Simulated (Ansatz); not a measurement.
```
Ga As N
1.0
     5.60162    0.00000    0.02346
     0.00000   -2.98668    0.00000
    -0.05058    0.00000   -7.29942
Ga As N
1 3 4
Direct
  0.53394 0.00000 0.38573
  0.44551 0.50000 0.79752
  0.00782 0.50000 0.20693
  0.99238 0.00000 0.59546
  0.16898 0.00000 0.34305
  0.12319 0.50000 0.71368
  0.70415 0.50000 0.30148
  0.52003 0.00000 0.65614
```

Space group Pm; a structure from a database of computed crystals, not necessarily the ambient phase; started from the MgZn3S4-6 prototype, which need not be the ambient phase.

Level of theory: DFT, r2SCAN+rVV10, plane waves, PAW in Ansatz 0.2.0.

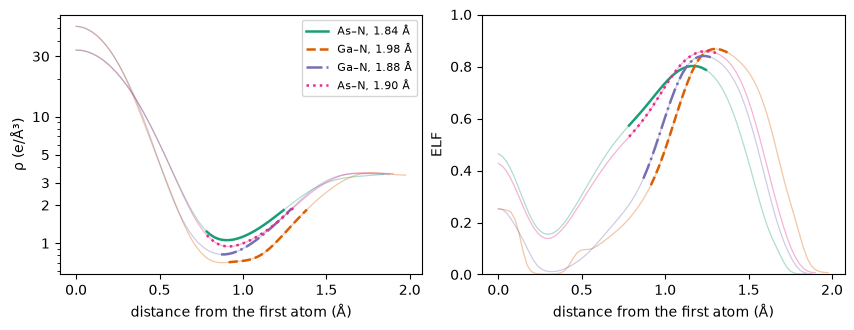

GaAs$_{3}$N$_{4}$. Valence electron density and electron localisation function along straight lines between neighbouring atoms. Thin, pale parts lie inside the atomic spheres.

Core electrons are frozen (PAW), and the valence fields are smoothed inside the atomic spheres.

Question: What can be read from the curves?

Answer: As–N (1.84 Å): ρ at the midpoint is about 1.1 e/Å³; the ELF peaks at about 0.80 between the atoms, as expected for a polar covalent bond.
Ga–N (1.98 Å): ρ at the midpoint is about 0.72 e/Å³; the ELF peaks at about 0.85 in the valence shell of N, 0.7 Å from its nucleus, and is about 0.45 at the midpoint.
Ga–N (1.88 Å): ρ is about 0.84 e/Å³ halfway; the ELF peaks at about 0.85 in the valence shell of N, 0.7 Å from its nucleus, and is about 0.50 at the midpoint.
As–N (1.90 Å): ρ is about 0.95 e/Å³ halfway; the ELF peaks at about 0.85 between the atoms; a polar covalent bond.
